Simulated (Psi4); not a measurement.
# PHF2 (difluorophosphine): B3LYP/def2-TZVPP

Aim: the vertical ionisation energy of PHF2 (difluorophosphine) at B3LYP/def2-TZVPP, from 2 runs. 

Program for the calculation: Psi4 1.11.

1 further run of the same task is left out (set aside as unsound or not needed).

**1. The structure to begin with**

PHF2 has 4 atoms, charge 0, and is taken as a singlet. As SMILES, `FPF`. Geometry: relaxed at GFN2-xTB.

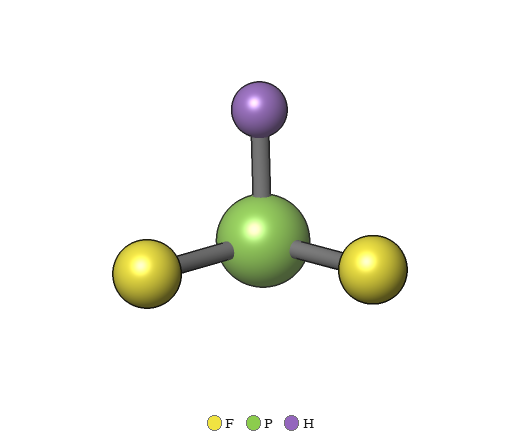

The structure, seen from a chosen angle (fluorine yellow, phosphorus green, hydrogen purple).

**2. Energy and gradient at B3LYP/def2-TZVPP**

calc.py

```python
import psi4

psi4.set_memory('1600 MB')
psi4.set_num_threads(1)
psi4.core.set_output_file('f2hp.out', False)

m = psi4.geometry("""
F      2.26899416     1.14116781    -0.46118766
P     -0.03930630    -0.81828921    -0.86927402
F     -2.22451000     1.25757494    -0.36970602
H     -0.00517785    -1.58045355     1.70016770
units bohr
symmetry c1
no_reorient
no_com
""")

psi4.set_options({
    'puream': True,
    'e_convergence': 1e-09,
    'd_convergence': 1e-08,
    'scf_type': 'pk',
    'dft_radial_points': 99,
    'dft_spherical_points': 590,
})

e, wfn = psi4.gradient('b3lyp/def2-TZVPP', molecule=m, return_wfn=True)
psi4.oeprop(wfn, 'MAYER_INDICES', 'LOWDIN_CHARGES', 'QUADRUPOLE')
print('gradient / Eh bohr^-1')
print(e.np.round(6))
print(f'energy = {wfn.energy():.10f} Eh')
for k, v in sorted(psi4.core.scalar_variables().items()):
    print(f'{k:45s} {v:18.10f}')
```

Command:

```console
$ python calc.py
```

f2hp.out:

```text
[...]
  Running in c1 symmetry.
[...]
  Nuclear repulsion =  116.320293543093484
[...]
  Multiplicity = 1
[...]
  Nalpha       = 17
  Nbeta        = 17
[...]
    Number of basis functions: 118
[...]
   @RKS iter   1:  -541.73400925507337   -2.86096e-01   4.65557e-03 DIIS/ADIIS
[...]
   @RKS iter  11:  -541.80994428184226   -2.27374e-13   2.15571e-09 DIIS
[...]
    Orbital Energies [Eh]
    ---------------------
    Doubly Occupied:
       1A    -77.175240     2A    -24.699046     3A    -24.699004
       4A     -6.648280     5A     -4.812352     6A     -4.809939
       7A     -4.803452     8A     -1.234611     9A     -1.201404
      10A     -0.663955    11A     -0.529196    12A     -0.517297
      13A     -0.491707    14A     -0.447597    15A     -0.428055
      16A     -0.425672    17A     -0.298825
[...]
  @RKS Final Energy:  -541.80994428184226
   => Energetics <=
    Nuclear Repulsion Energy =            116.3202935430934843
    One-Electron Energy =                -982.7743632408214580
    Two-Electron Energy =                 360.6458769245821259
    DFT Exchange-Correlation Energy =     -36.0017515086964650
    Empirical Dispersion Energy =           0.0000000000000000
    VV10 Nonlocal Energy =                  0.0000000000000000
    Total Energy =                       -541.8099442818422631
[...]
  -Total Gradient:
     Atom            X                  Y                   Z
    ------   -----------------  -----------------  -----------------
       1        0.000776578104     0.010002257101     0.007357656764
       2       -0.001039444507    -0.028700484256    -0.012621146180
       3        0.000030520288     0.010054961324     0.007316617262
       4        0.000230969142     0.008612903021    -0.002081726569
[...]
 Multipole Moments:
 ------------------------------------------------------------------------------------
     Multipole            Electronic (a.u.)      Nuclear  (a.u.)        Total (a.u.)
 ------------------------------------------------------------------------------------
 L = 1.  Multiply by 2.5417464519 to convert [e a0] to [Debye]
 Dipole X            :          0.1778241           -0.1944149           -0.0165908
 Dipole Y            :         -8.4071155            7.7338931           -0.6732225
 Dipole Z            :         18.8647868          -18.8169857            0.0478010
 Magnitude           :                                                    0.6751212
 L = 2.  Multiply by 1.3450342976 to convert [e a0^2] to [Debye ang]
 Quadrupole XX       :       -109.3341419           90.8942147          -18.4399272
 Quadrupole XY       :          1.4112229           -1.3830222            0.0282006
[...]
```

On the terminal:

```text
gradient / Eh bohr^-1
[[ 7.7700e-04  1.0002e-02  7.3580e-03]
 [-1.0390e-03 -2.8700e-02 -1.2621e-02]
 [ 3.1000e-05  1.0055e-02  7.3170e-03]
 [ 2.3100e-04  8.6130e-03 -2.0820e-03]]
energy = -541.8099442818 Eh
CURRENT ENERGY                                   -541.8099442818
CURRENT REFERENCE ENERGY                         -541.8099442818
DD SOLVATION ENERGY                                 0.0000000000
DFT FUNCTIONAL TOTAL ENERGY                      -541.8099442818
DFT TOTAL ENERGY                                 -541.8099442818
DFT VV10 ENERGY                                     0.0000000000
DFT XC ENERGY                                     -36.0017515087
GRID ELECTRONS ALPHA                               16.9999998371
GRID ELECTRONS BETA                                16.9999998371
GRID ELECTRONS TOTAL                               33.9999996743
NUCLEAR REPULSION ENERGY                          116.3202935431
ONE-ELECTRON ENERGY                              -982.7743632408
PCM POLARIZATION ENERGY                             0.0000000000
PE ENERGY                                           0.0000000000
SCF ITERATION ENERGY                             -541.8099442818
SCF ITERATIONS                                     11.0000000000
SCF TOTAL ENERGY                                 -541.8099442818
TWO-ELECTRON ENERGY                               360.6458769246
XC GRID RADIAL POINTS                              99.0000000000
XC GRID SPHERICAL POINTS                          590.0000000000
XC GRID TOTAL POINTS                           225432.0000000000
```

Wall time 51 s (1 thread of Intel Xeon at 2.70GHz, shared host); peak memory 0.7 GiB.

**3. The doublet cation: the energy at UB3LYP/def2-TZVPP**

f2hp.xyz

```xyz
4
F2HP
F      1.200700     0.603880    -0.244050
P     -0.020800    -0.433020    -0.460000
F     -1.177160     0.665480    -0.195640
H     -0.002740    -0.836340     0.899690
```

run.py

```python
import numpy as np
from ase.calculators.psi4 import Psi4
from ase.io import read

a = read('f2hp.xyz')
calc = Psi4(atoms=a, method='b3lyp', basis='def2-TZVPP', memory='1600MB', num_threads=1, charge=1, multiplicity=2, label='calc', reference='uks')
calc.psi4.set_options({'puream': True, 'e_convergence': 1e-09, 'd_convergence': 1e-08, 'scf_type': 'pk', 'dft_radial_points': 99, 'dft_spherical_points': 590, 'maxiter': 200})
a.calc = calc

print(f'energy: {a.get_potential_energy():.6f} eV')
```

Command:

```console
$ python run.py
```

calc.dat:

```text
[...]
  Running in c1 symmetry.
[...]
  Nuclear repulsion =  116.320293508718024
[...]
  Multiplicity = 2
[...]
  Nalpha       = 17
  Nbeta        = 16
[...]
    Number of basis functions: 118
[...]
   @UKS iter   1:  -541.31829214319555    1.29622e-01   4.30466e-03 ADIIS/DIIS
[...]
   @UKS iter  13:  -541.40053070545662   -2.50111e-12   6.03966e-09 DIIS
[...]
   @S^2 Observed:                7.556827827E-01
[...]
    Orbital Energies [Eh]
    ---------------------
    Alpha Occupied:
       1A    -77.541339     2A    -25.005442     3A    -25.005425
       4A     -7.007666     5A     -5.170590     6A     -5.169896
       7A     -5.167193     8A     -1.529294     9A     -1.494777
      10A     -0.977891    11A     -0.820457    12A     -0.818581
      13A     -0.787937    14A     -0.740237    15A     -0.724278
      16A     -0.711028    17A     -0.642748
    Alpha Virtual:
      18A     -0.342224    19A     -0.324680    20A     -0.190303
      21A     -0.057184    22A     -0.033759    23A     -0.031189
      24A     -0.018743    25A     -0.004428    26A      0.001494
[...]
  @UKS Final Energy:  -541.40053070545662
   => Energetics <=
    Nuclear Repulsion Energy =            116.3202935087180236
    One-Electron Energy =                -972.1381625593035096
    Two-Electron Energy =                 350.1038807223075082
    DFT Exchange-Correlation Energy =     -35.6865423771786325
    Empirical Dispersion Energy =           0.0000000000000000
    VV10 Nonlocal Energy =                  0.0000000000000000
    Total Energy =                       -541.4005307054566174
[...]
 Multipole Moments:
 ------------------------------------------------------------------------------------
     Multipole            Electronic (a.u.)      Nuclear  (a.u.)        Total (a.u.)
 ------------------------------------------------------------------------------------
 L = 1.  Multiply by 2.5417464519 to convert [e a0] to [Debye]
 Dipole X            :         -0.0300306           -0.0109747           -0.0410053
 Dipole Y            :         -0.2537789           -1.3196850           -1.5734639
 Dipole Z            :         -1.1191445            1.1019271           -0.0172174
 Magnitude           :                                                    1.5740923
[...]
```

On the terminal:

```text
energy: -14732.258835 eV
```

Wall time 39 s (1 thread of Intel Xeon at 2.70GHz, shared host); peak memory 0.72 GiB.

**4. Outcome**

Level: B3LYP/def2-TZVPP.

```
                                          quantity          value
                        singlet PHF2: total energy  -541.80994 Eh
                       singlet PHF2: dipole moment         1.72 D
                         singlet PHF2: HOMO energy       -8.13 eV
                         singlet PHF2: LUMO energy       -1.21 eV
                       singlet PHF2: HOMO–LUMO gap        6.92 eV
            singlet PHF2: largest force on an atom     1.613 eV/Å
                      doublet cation: total energy  -541.40053 Eh
doublet cation: HOMO energy (highest over α and β)      -17.49 eV
 doublet cation: LUMO energy (lowest over α and β)      -14.13 eV
                              doublet cation: ⟨S²⟩          0.756
vertical ionisation energy (to the doublet cation)      11.141 eV
```

In words: The vertical ionisation energy comes to 11.14 eV (257 kcal/mol). The largest force (singlet PHF2) is 1.61 eV/Å: the shape isn't a stationary point for this species at this level. The negative HOMO energy of the first species, 8.13 eV, lies 3.01 eV below that difference.
